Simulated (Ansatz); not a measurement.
**From B(CH3)3(SH2) to B(SH2)Cl3: predicting a member**

Gas-phase molecules. On one B centre that keeps SH2, n of the CH3 ligands are replaced by Cl. The atomisation energy (no zero-point term) y in kJ/mol at CCSD(T)/CBS estimate. Shapes: PBE0-D4/def2-TZVP. Flexible molecules stand in one conformer, not always the lowest. Programs: Ansatz 0.2.0.

```
      molecule  n  y (kJ/mol)
  B(CH3)3(SH2)  0        5796
B(CH3)2(SH2)Cl  1        4590
B(CH3)(SH2)Cl2  2           ?
     B(SH2)Cl3  3        2124
```

Task: Fit y = c + s·n to the known rows and predict B(CH3)(SH2)Cl2.

Result: 
1. Means of the 3 rows: n = 1.33333, y = 4170.0.
2. Σ(Δn)² = 4.6667, Σ(Δn·Δy) = -5718, so the slope is -5718/4.6667 = -1225.3.
3. Intercept: 4170.0 − (-1225.3) × 1.33333 = 5803.7. The largest residual of the fit is 12.
4. B(CH3)(SH2)Cl2: 5803.7 + (-1225.3) × 2 = 3353 kJ/mol.

The run gave 3366 kJ/mol, so the prediction is off by -13 kJ/mol, about the largest residual. The steps per swap are -1206, -1224, -1242 kJ/mol. The slope is the difference between a B–Cl and a B–CH3 bond with the ligands’ own bonds. Other levels give for B(CH3)(SH2)Cl2: B2PLYP/def2-TZVPP 3317; MP2/def2-TZVPP 3347; CCSD/def2-TZVPP 3224 kJ/mol. Spin-orbit coupling of the free atoms (CH3 0, Cl 4 kJ/mol each; the atoms kept shift only the intercept) is left out. The CBS estimate extrapolates MP2 from def2-TZVPP and def2-QZVPP and adds CCSD(T) − MP2 in the triple-zeta set, cores frozen.

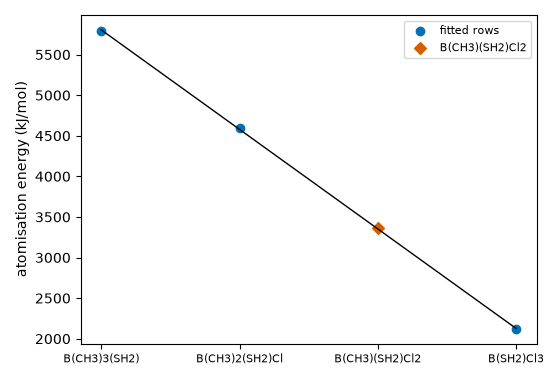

The fitted line, with the withheld member.
